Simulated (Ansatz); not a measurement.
**CHOSi+ (quintet): the correlation ladder, cc-pVDZ**

Aim: climb from Hartree-Fock through coupled cluster for CHOSi+ (quintet) at one geometry and basis, and see what each rung misses.

Computed with Ansatz 0.2.0, Gaussian basis. Level: cc-pVDZ, core rule «outside noble gas», up to 7 orbitals frozen.

Plan: UHF; CCSD(T) on ROHF; CCSD(T) on UHF; BCCD(T) on ROHF; CISD as a restricted active space (open shells left free, so some higher excitations enter); CCSDT(Q) on ROHF; CCSDT(Q) on UHF.

20 further runs of the same task are left out: 10 that didn't finish, 10 set aside as unsound or not needed. Runs told in other sessions of the task aren't counted.

### Step 1. The system

The geometry is a PBE0/def2-TZVP stationary point (not a proven minimum) of the parent state, kept for this charge and spin.

4 atoms, charge 1, spin multiplicity 5.

Atoms are counted from 1 here; the program's logs count them from 0.

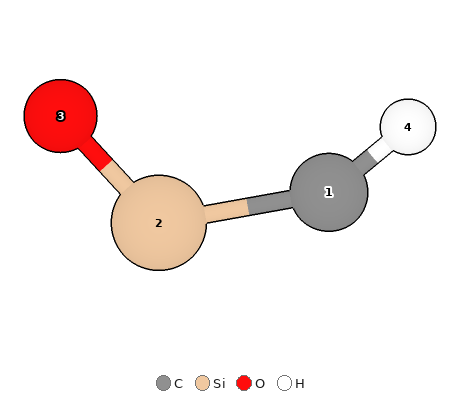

The structure; carbon grey, silicon light orange, oxygen red, hydrogen white; atoms are numbered from 1 in the order of the file.

### Step 2. UHF

Input file in.yaml:

```yaml
crystal:
  periodic: [false, false, false]
  atoms:
    - {symbol: C, position_ang: [0.000000, -0.231556, 1.642911]}
    - {symbol: Si, position_ang: [0.000000, 0.419511, -0.056146]}
    - {symbol: O, position_ang: [0.000000, -0.495400, -1.281834]}
    - {symbol: H, position_ang: [0.000000, -1.066454, 2.334393]}
basis:
  gaussian: {orbitals: cc-pVDZ}
total_charge: 1
magnetization: {spin_polarized: true, initial_magnetization: 4}
hamiltonian: {xc: hf}
output: {orbitals: {seedname: orbitals}}
```

Command:

```console
$ ansatz run in.yaml --threads 1 --pin off --events-out ev --progress --plain --max-ram 2393MiB
```

After this run come: CCSD(T) on ROHF; CCSD(T) on UHF; BCCD(T) on ROHF; CISD as a restricted active space (open shells left free, so some higher excitations enter); CCSDT(Q) on ROHF; CCSDT(Q) on UHF.

Q: Predict the results of all the runs planned. Wanted: UCCSDT(Q) from the RHF energy; RMP2 from UCCSDT(Q); UMP2 from UCCSDT(Q); RCCSD from UCCSDT(Q); RCCSD(T) from UCCSDT(Q); UCCSD(T) from UCCSDT(Q); RCCSDT(Q) from UCCSDT(Q); T1 diagnostic.

**Answer**, as computed:

| quantity | value |
| --- | --- |
| UCCSDT(Q) from the ROHF energy | -8.8103 eV |
| RMP2 from UCCSDT(Q) | +1244.1 meV |
| UMP2 from UCCSDT(Q) | +1253.9 meV |
| RCCSD from UCCSDT(Q) | +275.9 meV |
| RCCSD(T) from UCCSDT(Q) | +59.3 meV |
| UCCSD(T) from UCCSDT(Q) | +58.4 meV |
| RCCSDT(Q) from UCCSDT(Q) | +4.2 meV |
| levels within 1 kcal/mol (43 meV) | RCCSDT, UCCSDT, RCCSDT(Q) |
| T1 diagnostic | 0.027 |

**Reading.** RCCSD(T) lands +59.3 meV from the yardstick (0.7 % of the correlation energy). These misses are within one basis, not against nature; the frozen cores of restricted and unrestricted runs differ, which can shift their rows.

With open shells the CI space here admits some higher excitations, so it is larger than plain CISD.
